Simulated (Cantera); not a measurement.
A closed system holds: 1 mol Cu, 6.3 mol CO2, a varied amount of H2, held at 1075 K and 56.0 Pa.

Equilibrium computed with Cantera from the NASA thermochemical tables; the gas is ideal and each condensed phase is pure. Candidate condensed phases: C, C6H6, C7H8, C8H18, Cu, CuO, Cu(OH)2, Cu2O, H2O; 113 gas species. Kinetics and transport are ignored.

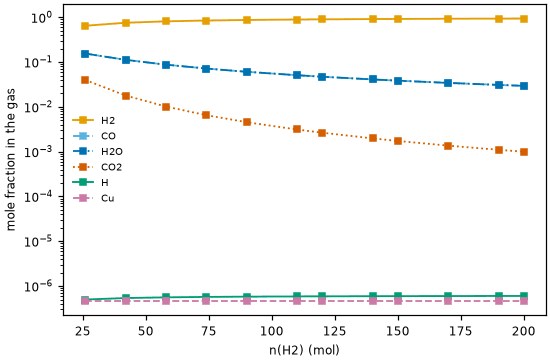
Fig. 1. Equilibrium gas composition (values under 1e-9 drawn at 1e-9)

Problem. Read off the mole fractions at 140 mol H2.

Solution. H2 about 0.92, CO about 0.041, H2O about 0.041, CO2 about 0.0020, H about 5.9e-7, Cu about 4.6e-7.
